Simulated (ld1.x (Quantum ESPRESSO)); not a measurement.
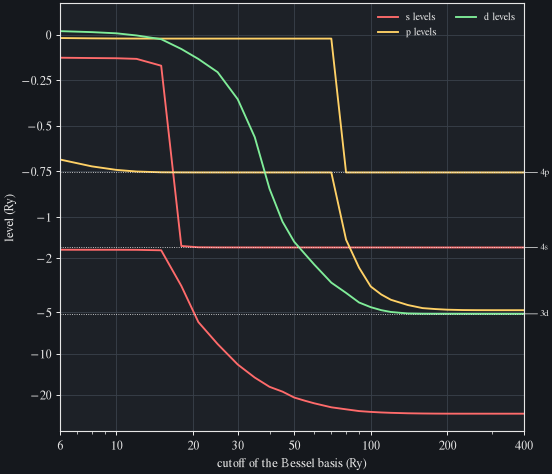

The pseudo-atom Hamiltonian at the reference potential is diagonalised in spherical Bessel functions (20 bohr box) up to the cutoff. Curves: the lowest levels of each channel that holds a bound state. Dotted lines: the all-electron valence levels.

```
Element                 : bromine (Br)
Generator               : ld1.x (Quantum ESPRESSO) 7.5
Type                    : PAW
Functional              : LDA (PZ)
Relativity              : scalar-relativistic
Frozen core             : [Ar]
Valence charge          : 17
Reference configuration : 3d10 4s2 4p4.75 (charge +0.25)
Partial waves           : 4s (bound): rcutus 1.30 bohr; 4s channel at 1.85 Ry: rcutus 1.30 bohr; 4p (bound): rcutus 2.05 bohr; 4p channel at -0.1 Ry: rcutus 2.05 bohr; 3d (bound): rcutus 0.80 bohr; 3d channel at -2.25 Ry: rcutus 0.80 bohr
Local potential         : all-electron potential smoothed inside 0.70 bohr (lloc = -1)
Core correction         : Bessel-smoothed model core, default radius (core density twice the valence density)
Augmentation charge     : BESSEL, radius 0.70 bohr
```

Does every curve settle on an all-electron level?

Answer. Ghost states below the valence levels: s at -374.1 eV, p at -65.5 eV. A ghost is a curve that settles on no dotted line: a bound state with no counterpart among the valence levels. In Ry: s -27.50, p -4.81.

From which cutoff on does the ghost show?

Answer. The lowest s curve lies clearly below the lowest valence level of its channel from about 15 Ry on and ends at -27.50 Ry.

Read the all-electron valence levels.

Answer. 4s: -1.67 Ry; 4p: -0.76 Ry; 3d: -5.1 Ry.
